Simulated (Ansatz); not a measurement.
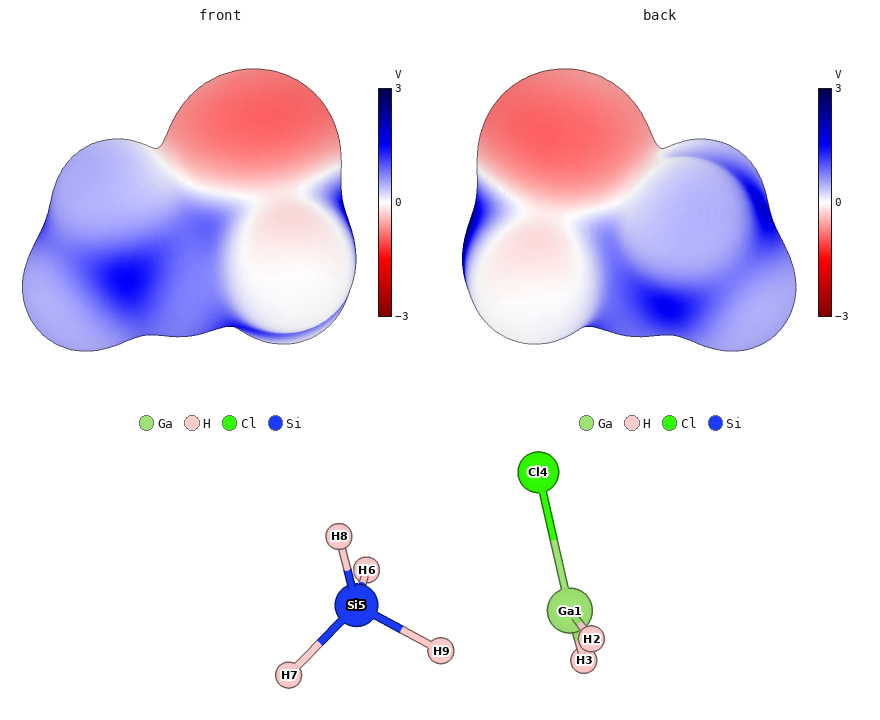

ClGaH$_{2}$···SiH$_{4}$. The electrostatic potential painted on the density surface at 0.002 e/bohr³, seen from the front and from behind; red is negative and blue positive. The bare structure is drawn below in the same view.

Level of theory: RKS PBE0-D4/def2-SVP in Ansatz.

The calculation's input:

```
crystal:
  periodic: [false, false, false]
  atoms:
    - { symbol: Ga, position_ang: [0.042667, 0.457976, -0.031018] }
    - { symbol: H, position_ang: [-0.010449, 0.51644, 1.529925] }
    - { symbol: H, position_ang: [1.291785, 0.299739, -0.951179] }
    - { symbol: Cl, position_ang: [-1.869306, 0.476781, -1.036817] }
    - { symbol: Si, position_ang: [-0.342061, -2.80745, 1.24747] }
    - { symbol: H, position_ang: [-0.760282, -3.228929, -0.120061] }
    - { symbol: H, position_ang: [0.920533, -3.502852, 1.63269] }
    - { symbol: H, position_ang: [-1.421266, -3.099636, 2.23339] }
    - { symbol: H, position_ang: [-0.09802, -1.345569, 1.273099] }
basis:
  gaussian: { orbitals: def2-SVP }
hamiltonian:
  xc: pbe0
  dispersion: d4
relax:
  f_tol: 0.03
  max_steps: 50
output:
  orbitals: {}
```

Run with:

```sh
ansatz run input.yaml --threads 2 --pin off --max-ram 3072MiB --backend cpu --events-out ev --progress --plain --runs-dir out
```

The fields are those of the run's last geometry, not of the input's.

Question: Where is the surface potential most negative and most positive?

Answer: The most negative region (about −0.9 V) lies over Cl4, the most positive (about +2.2 V) over Ga1.
